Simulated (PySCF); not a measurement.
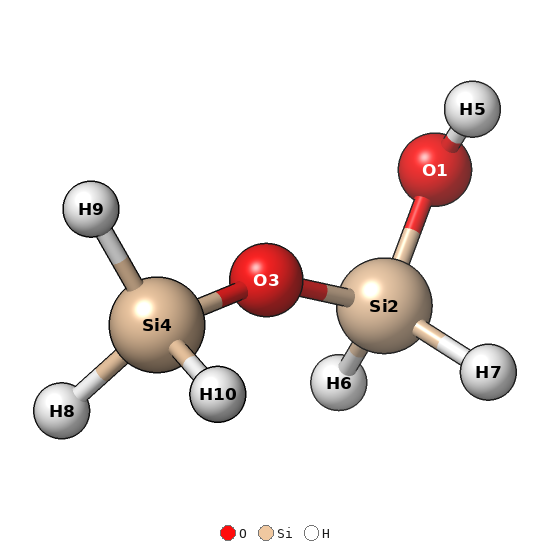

The geometry was computed by an optimisation with PBE0-D3(BJ)/def2-SVP. No frequency run is at hand to confirm it as a minimum. Level of theory: delta-SCF UKS SCAN, pcX-2 on the ionised atom, pcseg-1 elsewhere, spin-free X2C (PySCF 2.14.0).

Give the core-electron binding energies (to vacuum; p and d levels without spin–orbit splitting) of O1 1s, Si2 1s, Si2 2p, O3 1s, Si4 1s, Si4 2p.

```
atom  level  binding energy (eV)
  O1     1s                538.8
 Si2     1s               1848.1
 Si2     2p                108.2
  O3     1s                538.0
 Si4     1s               1847.6
 Si4     2p                107.9
```
